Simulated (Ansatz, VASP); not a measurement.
# GaAs in two plane-wave programs, part 2 of 2

Wanted: the spread between two codes on one cell, functional and k mesh.  Valence electrons are named where the data sets of a main pair hold unlike numbers.

VASP 6.6.1 and Ansatz 0.2.0.

So far: The structure; VASP: band structure, HSE06.

## Step 3: Ansatz: band structure, HSE06

Level of this step: Ansatz beside VASP: Kohn-Sham DFT, plane waves, HSE06 (Ansatz).

Ansatz runs on its default PAW (the set named soft_2) files.

The same cell, functional, mesh and smearing now go to Ansatz, which takes its cutoff from its data sets.

Input file input.yaml:

```yaml
crystal:
  lattice:
    - [0.0, 2.82685, 2.82685]
    - [2.82685, 0.0, 2.82685]
    - [2.82685, 2.82685, 0.0]
  atoms:
    - { symbol: Ga, position: [0.0, 0.0, 0.0] }
    - { symbol: As, position: [0.25, 0.25, 0.25] }
hamiltonian:
  xc: { exchange: pbe, correlation: pbe, exx: { coeff: 0.25, omega: 0.2 } }
  pseudopotentials: { kind: paw }
kpoints:
  mp_grid: { grid: [4, 4, 4] }
  band_path:
    path:
      - [0.0, 0.0, 0.0]
      - [0.5, 0.0, 0.5]
      - [0.5, 0.2, 0.7]
      - [0.4, 0.35, 0.75]
      - [0.15, 0.15, 0.3]
      - [0.2, 0.2, 0.2]
      - [0.55, 0.4, 0.55]
      - [0.6, 0.25, 0.65]
      - [0.5, 0.25, 0.75]
      - [0.5, 0.5, 0.5]
      - [0.375, 0.375, 0.75]
      - [0.5, 0.0, 0.5]
    npoints: 1
scf:
  occupations: { method: gaussian, width: 0.02 }
  n_extra_bands: 7
output:
  forces: true
  stress: true
  eigenvalues: true
```

The run is started by

```
ansatz run input.yaml --threads 4 --pin off --max-ram 9216MiB --backend cpu --events-out ev --progress --plain --runs-dir out
```

Numbers of over 12 decimals in the logs are rounded to 6 here.

The log of the run:

```text
Warning: output.stress: scf.convergence.dr2_threshold = 1e-7 eV (the SCF's general default) is looser than the 2e-10 eV advised for a printed stress (1e-10 eV for each atom of the cell: 2). What an SCF threshold leaves in a stress goes as its square root, and in the free energy as the threshold itself, and one threshold admits the most on a small cell: [figures from the program's tests cut] Set scf.convergence.dr2_threshold to 2e-10 eV or tighter. The threshold is an SCF's pass mark: one that does not reach it within its budget of iterations ends unconverged, or closes short of it on a stop that the run arms, and scf.convergence.dr2_threshold's page says what that costs each kind of run
Warning: output.stress: scf.exx.energy_threshold = 1e-6 eV is looser than the 2e-8 eV advised for a stress under a hybrid functional (1e-8 eV for each atom of the cell: 2). Every SCF of the exchange loop can meet its threshold on dr2 while the loop round them stops early: no threshold on dr2 bounds what that leaves in the stress. Set scf.exx.energy_threshold to 2e-8 eV or tighter. The threshold is the loop's pass mark: a loop that does not reach it within its budget of cycles ends unconverged, and scf.exx.energy_threshold's page has the law
scf.n_extra_bands = 7 over 14 filled bands (N_el = 28.0): the run solves 21 bands
Engine: ansatz 0.2.0, aarch64-unknown-linux-gnu
Pseudopotentials: kind: paw
Pseudopotential: Ga, paw, valence charge 13, recommended cutoff 420 eV (normal), Ga.paw.azcp
Pseudopotential: As, paw, valence charge 15, recommended cutoff 420 eV (normal), As.paw.azcp
Functional definition: unnamed
  parameter a_1 = 0.25
  parameter omega_1 = 0.2/angstrom
  exchange = pbe_x + (-a_1)*pbe_x_sr(omega_1) + a_1*exact_x_sr(omega_1)
  correlation = pbe_c
Crystal: 2 atoms, lattice volume = 45.179 Å³
Basis set: ecut = 420 eV, 893 PW (Γ), exchange–correlation on 54×54×54 points (8 copies of the dense FFT grid, shifted against one another)
Bands: 21, of which v1, the nominal top of the filled ones, is band 14 counted from 1 (13 counted from 0)
Symmetry: 24 space group operations
Space group: F-43m (ITA 216), of the structure as read, at distance tolerance 3.6e-5 Å
k-points: 8 of 64 (time reversal used)
Non-local potential: Ga, projectors of the file, l = 0: 2, l = 1: 2, l = 2: 3, l = 3: 1
Non-local potential: As, projectors of the file, l = 0: 2, l = 1: 2, l = 2: 3, l = 3: 1
PAW form: soft (Blöchl's): semilocal exchange-correlation on the pseudo side does not see the compensation charge
PAW frozen core: Ga, regenerated for the run's functional, and the local potential with it (the file was generated under x = pbe(κ = 0.804, μ = 0.219515), c = pbe(β = 0.066725))
PAW frozen core: As, regenerated for the run's functional, and the local potential with it (the file was generated under x = pbe(κ = 0.804, μ = 0.219515), c = pbe(β = 0.066725))
PAW one-centre angular grid: Ga, 590 points (default); XC on 64 Gauss nodes
PAW one-centre angular grid: As, 590 points (default); XC on 64 Gauss nodes
Initial density: superposition of atomic densities (neutral atoms: chi_scale 0, normalization atom), corrected by the library's trained network
Initial wavefunctions: pseudopotential atomic-orbital guess
Functional: x = pbe(κ = 0.804, μ = 0.219515), c = pbe(β = 0.066725), warm-up for x = pbe(κ = 0.804, μ = 0.219515) + 0.25 (exact − pbe) at short range (hse, ω = 0.2 Å⁻¹), c = pbe(β = 0.066725)
SCF iter   1: F=—  HF=-8639.661650 eV  |F-HF|=—  |Δ(HF+E_count)|=         —  Δρ=1.59e-3  dr2=4.80e-4  ethr=1.77e-3  ⟨swp⟩=8.1  Hψ=707  notcnv=0
preconditioner: auto → none  [insulator: Δε(μ)=0.511 eV  Ē_g=18.053 eV  σ=0.020 eV  W_gap=1.00  n_scr=14 (ndim 8)  ℏωp=23.4 eV  f_vac=0.086  D(μ)=0.00/eV (n_scr^D=0)]
SCF iter   2: F=—  HF=-8639.661762 eV  |F-HF|=—  |Δ(HF+E_count)|=   1.12e-4  Δρ=6.22e-4  dr2=7.92e-5  ethr=1.71e-6  ⟨swp⟩=5.1  Hψ=530  notcnv=0  defer=3
SCF iter   3: F=-8639.661796 eV  HF=-8639.661802 eV  |F-HF|=5.79e-6  |Δ(HF+E_count)|=   3.98e-5  Δρ=2.29e-4  dr2=1.19e-5  ethr=2.83e-7  ⟨swp⟩=4.0  Hψ=324  notcnv=0  defer=1
SCF 1 stopped early in 3 iterations: F = -8639.661796 eV  dr2 = 1.19e-5
  greatest PAW one-centre occupation: 0.999 electrons in one spin orbital (limit 2), on the As atom at site 1 (counted from 0), in its partial waves of l = 2
Initial density: handed on by an earlier stage of this run
Initial wavefunctions: those handed on with the density
Functional: x = pbe(κ = 0.804, μ = 0.219515) + 0.25 (exact − pbe) at short range (hse, ω = 0.2 Å⁻¹), c = pbe(β = 0.066725)
Exchange kernel: α = 0.2500, screened, ω = 0.2000 Å⁻¹, Wigner–Seitz truncation, v(0) = 1102.6811 eV·Å³, q-mesh 4×4×4, nearest image of the exchange supercell L = 15.99 Å, pair-density grid 15×15×15, without the augmentation charges, whose exchange is taken in its separable form by FFT convolution over the k-point mesh (sized by the pseudopotential files, 24×24×24 at the most), smooth part of the exact exchange by density-matrix convolution
Frozen-core exchange: fock
SCF iter   1: F=—  HF=-8641.464237 eV  |F-HF|=—  |Δ(HF+E_count)|=         —  Δρ=1.32e-2  dr2=3.02e-2  ethr=4.25e-7  ⟨swp⟩=6.8  Hψ=850  notcnv=0
preconditioner: auto → none  [insulator: Δε(μ)=1.395 eV  Ē_g=20.909 eV  σ=0.020 eV  W_gap=1.00  n_scr=14 (ndim 8)  ℏωp=23.4 eV  f_vac=0.089  D(μ)=0.00/eV (n_scr^D=0)]
SCF iter   2: F=—  HF=-8641.443871 eV  |F-HF|=—  |Δ(HF+E_count)|=   2.04e-2  Δρ=2.90e-3  dr2=2.28e-3  ethr=4.25e-7  ⟨swp⟩=4.1  Hψ=614  notcnv=0
SCF iter   3: F=—  HF=-8641.452097 eV  |F-HF|=—  |Δ(HF+E_count)|=   8.23e-3  Δρ=3.13e-3  dr2=1.45e-3  ethr=4.25e-7  ⟨swp⟩=4.1  Hψ=575  notcnv=0
SCF iter   4: F=—  HF=-8641.451963 eV  |F-HF|=—  |Δ(HF+E_count)|=   1.34e-4  Δρ=1.14e-3  dr2=2.44e-4  ethr=4.25e-7  ⟨swp⟩=4.0  Hψ=416  notcnv=0
iter 5 solved again at ethr=2.81e-9 eV; its pass at ethr=4.25e-7 eV (dr2=7.86e-7 eV) is discarded
SCF iter   5: F=—  HF=-8641.451975 eV  |F-HF|=—  |Δ(HF+E_count)|=   1.25e-5  Δρ=3.15e-5  dr2=1.28e-5  ethr=2.81e-9  ⟨swp⟩=3.8  Hψ=734  notcnv=0
SCF iter   6: F=—  HF=-8641.452147 eV  |F-HF|=—  |Δ(HF+E_count)|=   1.71e-4  Δρ=2.09e-4  dr2=7.74e-6  ethr=2.81e-9  ⟨swp⟩=4.5  Hψ=530  notcnv=0
SCF iter   7: F=-8641.452140 eV  HF=-8641.452140 eV  |F-HF|=3.52e-7  |Δ(HF+E_count)|=   6.71e-6  Δρ=1.91e-5  dr2=2.36e-7  ethr=2.81e-9  ⟨swp⟩=4.0  Hψ=407  notcnv=0
SCF 2 stopped early in 7 iterations: F = -8641.452140 eV  dr2 = 2.36e-7
hybrid outer 1: dexx = +9.743e-3 eV, tail = 6.09e-5 eV
Exchange kernel: α = 0.2500, screened, ω = 0.2000 Å⁻¹, Wigner–Seitz truncation, v(0) = 1102.6811 eV·Å³, q-mesh 4×4×4, nearest image of the exchange supercell L = 15.99 Å, pair-density grid 15×15×15, without the augmentation charges, whose exchange is taken in its separable form by FFT convolution over the k-point mesh (sized by the pseudopotential files, 24×24×24 at the most), smooth part of the exact exchange by density-matrix convolution
Frozen-core exchange: fock
SCF iter   1: F=—  HF=-8641.452216 eV  |F-HF|=—  |Δ(HF+E_count)|=         —  Δρ=6.80e-5  dr2=1.90e-6  ethr=1.09e-6  ⟨swp⟩=4.0  Hψ=357  notcnv=0
preconditioner: auto → none  [insulator: Δε(μ)=1.490 eV  Ē_g=20.725 eV  σ=0.020 eV  W_gap=1.00  n_scr=14 (ndim 8)  ℏωp=23.4 eV  f_vac=0.088  D(μ)=0.00/eV (n_scr^D=0)]
SCF iter   2: F=—  HF=-8641.452216 eV  |F-HF|=—  |Δ(HF+E_count)|=   3.95e-7  Δρ=2.60e-5  dr2=2.57e-7  ethr=5.33e-9  ⟨swp⟩=4.0  Hψ=483  notcnv=0
SCF iter   3: F=—  HF=-8641.452217 eV  |F-HF|=—  |Δ(HF+E_count)|=   6.30e-7  Δρ=1.52e-5  dr2=1.06e-7  ethr=5.12e-10  ⟨swp⟩=3.4  Hψ=408  notcnv=0  defer=2
SCF iter   4: F=—  HF=-8641.452217 eV  |F-HF|=—  |Δ(HF+E_count)|=   2.43e-8  Δρ=1.66e-6  dr2=2.46e-9  ethr=3.34e-10  ⟨swp⟩=3.0  Hψ=310  notcnv=0
SCF iter   5: F=-8641.452217 eV  HF=-8641.452217 eV  |F-HF|=1.64e-10  |Δ(HF+E_count)|=   5.41e-9  Δρ=4.37e-7  dr2=1.63e-9  ethr=2.84e-12  ⟨swp⟩=4.0  Hψ=513  notcnv=0
SCF 3 converged in 5 iterations: F = -8641.452217 eV  dr2 = 1.63e-9
  Residual-converged pass: ⟨swp⟩=1.5  Hψ=176  notcnv=0  max |occ|·‖R‖ = 2.3e-6 eV (tolerance 2.4e-6 eV)  dr2=1.63e-9  dr2_onsite=1.47e-10  max |Δocc| = 0.0e0
hybrid outer 2: dexx = +7.779e-7 eV, tail = 2.96e-8 eV, Δε = 2.88e-3 eV (about 9.92e-5 eV left of the loop's levels)
NSCF: frozen V_eff on 12 k-points
hybrid SCF converged: 2 outer / 12 inner (+3 warm-up), last move |dexx| = 7.78e-7 eV, tail = 2.96e-8 eV
Stability not checked: this state was not tested for a lower state beside it, because the functional holds exact exchange (a hybrid, or Hartree-Fock), whose exchange loop this test does not read (fock_operator; see scf.lower_state_search)
Free energy (F): -8641.452217 eV
Frozen-core exchange: fock
Harris-Foulkes:  -8641.452217 eV  (|F-HF|=1.64e-10)
Internal energy: -8641.452217 eV  (E = F + TS)
E sigma→0 (E₀):  -8641.452217 eV
Fermi energy:    8.525927 eV
--- Per-component energies (eV) ---
  E_band       = -386.825168
  E_kinetic    = 218.099460
  E_local      = -3921.350322  (includes V_loc(G=0)·N_el)
  E_nonlocal   = -244.348527
  E_hartree    = 1981.003010
  E_xc         = -119.117789
  E_vxc        = -109.785306  (∫ρ·V_xc dr)
  E_exx        = -109.842919  (= α·E_x^exact, valence–valence)
  E_paw        = -3746.520340  (= ΣΔE_a)
  E_vpaw       = -71.760821  (= ΣTr[D̂ρ^β])
  E_aug_tail   = -0.000141  (compensation charges beyond the density's cutoff)
  E_ewald      = -2698.727786
  E_core_change = -0.646862  (= ΣΔE_core)
  E_smearing   = -0.000000  (= −TS)
  E_closure    = 0.000000  (closes the sum)
  Σ components = -8641.452217   (vs F -8641.452217, Δ=-1.82e-12)
--- Forces (eV/Å), atoms counted from 1 ---
  atom   1  Ga     0.00000000    -0.00000000     0.00000000
  atom   2  As    -0.00000000    -0.00000000    -0.00000000
  max |Σ_I F_I| component: 2.34e-16 eV/Å
--- Stress (GPa, compression-positive) ---
        1.410993       0.000000       0.000000
        0.000000       1.410993       0.000000
       -0.000000       0.000000       1.410993
  P = ⅓ Tr σ = 1.4110 GPa (14.110 kbar)
--- Band table (eV; the first three rows and the last of 8) ---
  k-point 0: bands = [... 10 lower, -6.1555, 7.7801, 7.7801, 7.7801, 9.2714, 12.3408, 12.3408, 12.3408, ... 3 higher]
  k-point 1: bands = [... 10 lower, -5.4074, 3.3972, 7.0575, 7.0575, 10.0845, 13.2590, 13.2590, 14.7528, ... 3 higher]
  k-point 2: bands = [... 10 lower, -4.2282, 0.5732, 6.5463, 6.5463, 9.5944, 13.2629, 13.2629, 16.4518, ... 3 higher]
  k-point 7: bands = [... 10 lower, -3.3393, 0.6160, 3.9531, 4.1876, 13.2671, 13.4470, 14.1969, 14.6694, ... 3 higher]
```

Wall time 16 s (4 threads of Arm Neoverse V2, shared host); peak memory 0.72 GiB.

In the SCF lines HF is the Harris–Foulkes energy and dr2 the Hartree energy of the density residual, in eV; the loop may stop once dr2 is under the threshold and the program's other checks hold. Hψ counts applications of the Hamiltonian.

## Step 4: Comparison

Known differences besides the potentials themselves: exact exchange at q = 0 is treated differently, which shows on coarse meshes; VASP keeps PBE cores, Ansatz makes them for the functional; the data sets hold 28 valence electrons in Ansatz (on its default PAW (the set named soft_2) files) and 18 in VASP; the cutoff is 420 eV in Ansatz and 400 eV in VASP; VASP takes a coarser grid for exact exchange (PRECFOCK = Fast). Total energies have different zeros and are not compared.

The two programs side by side:

```tsv
quantity	Ansatz	VASP	difference
gap over the path points (eV)	1.491	1.488	+0.003
```

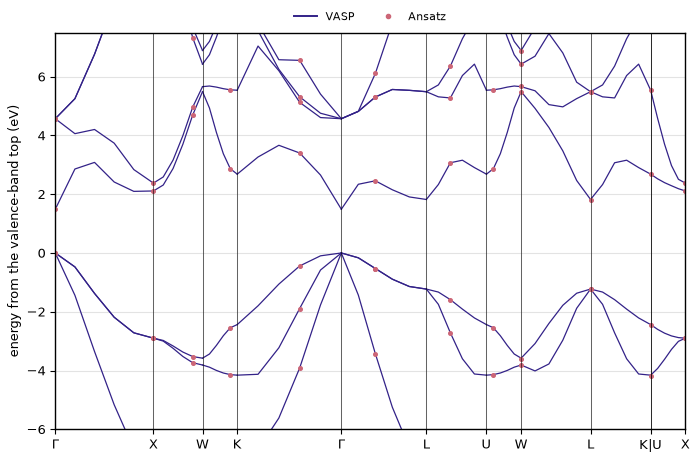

Bands from VASP (lines) and levels from Ansatz (dots). Dots without a line are higher empty bands that the VASP plot leaves out.

Levels at points of the path, from each program's valence-band top (eV; 3 filled, then empty):

```tsv
k (reciprocal lattice)	Ansatz	VASP
0.000 0.000 0.000	0.00 0.00 0.00 1.49 4.56 4.56	0.00 0.00 0.00 1.49 4.57 4.57
0.500 0.000 0.500	-7.39 -2.91 -2.91 2.10 2.37 11.56	-7.37 -2.90 -2.90 2.11 2.38 11.55
0.500 0.200 0.700	-7.19 -3.75 -3.54 4.69 4.96 7.32	-7.17 -3.73 -3.52 4.70 4.96 7.32
0.400 0.350 0.750	-7.17 -4.15 -2.56 2.86 5.55 8.70	-7.15 -4.14 -2.54 2.87 5.55 8.70
0.150 0.150 0.300	-3.92 -1.90 -0.44 3.40 5.12 5.31	-3.91 -1.89 -0.44 3.40 5.13 5.31
0.200 0.200 0.200	-3.43 -0.53 -0.53 2.45 5.30 5.30	-3.43 -0.53 -0.53 2.46 5.31 5.31
0.550 0.400 0.550	-7.09 -2.73 -1.60 3.06 5.27 6.36	-7.08 -2.72 -1.59 3.07 5.28 6.36
0.600 0.250 0.650	-7.17 -4.15 -2.56 2.86 5.55 8.70	-7.15 -4.14 -2.54 2.87 5.55 8.70
0.500 0.250 0.750	-7.16 -3.83 -3.59 5.49 5.67 6.42	-7.15 -3.81 -3.58 5.49 5.66 6.43
0.500 0.500 0.500	-7.21 -1.23 -1.23 1.81 5.48 5.48	-7.19 -1.23 -1.23 1.82 5.49 5.49
```

Among the levels compared at these points, filled levels agree within 14 meV and empty ones within 14 meV.

## Step 5: Outcome

| Property | Result |
| --- | --- |
| largest difference of a filled level at the path points (band structure, HSE06) | 14 meV |

The largest difference of a filled level at the path points is 14 meV (band structure, HSE06), within the 80 meV picked in this series as the mark of a large difference. The data sets hold unlike numbers of valence electrons (28 in Ansatz and 18 in VASP), so part of the differences comes from the potentials. How closely two codes agree says nothing of how well the functional describes the real material.

[Lines on the potential files, build, host, timing and source positions are cut from VASP's logs without a mark.]

[Logs are printed without paths, hosts, clocks, repeated set-up lines and the standing remarks that a program may print on its own settings, such as how far it seeks lower states.]

[Hosts, paths, dates, database ids (printed as entryN), source tags and the programs' standing remarks are cut or masked in the printed files.]
